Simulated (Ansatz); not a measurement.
```xyz
7

Si    0.4923    0.0000   -0.2782
F     0.0346    0.0000    1.3009
H     1.9922    0.0000   -0.3323
H    -0.0525    1.2340   -0.9360
H    -0.0525   -1.2340   -0.9360
H    -3.0584    0.0000    1.8690
H    -2.2901    0.0000    1.8242
```

Theory: RKS PBE-D4/def2-SVP in Ansatz 0.2.0.

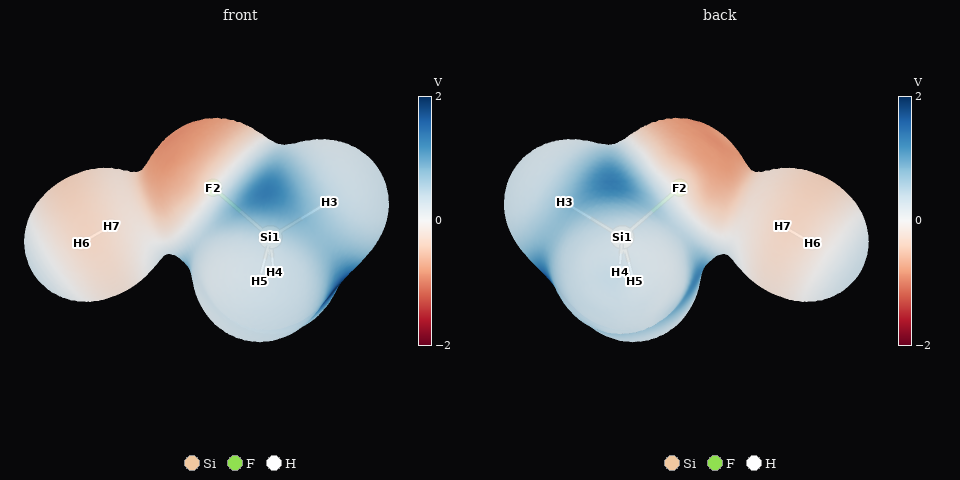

FH3Si···H2. The molecular electrostatic potential painted on the density surface at 0.002 e/bohr³, seen from the front and from behind; red is negative and blue positive.

Which sites attract a positive test charge, and which a negative one?

A positive charge is drawn to the negative regions and a negative charge to the positive ones. The most negative region (about −0.9 V) lies over F2, the most positive (about +1.9 V) over Si1.
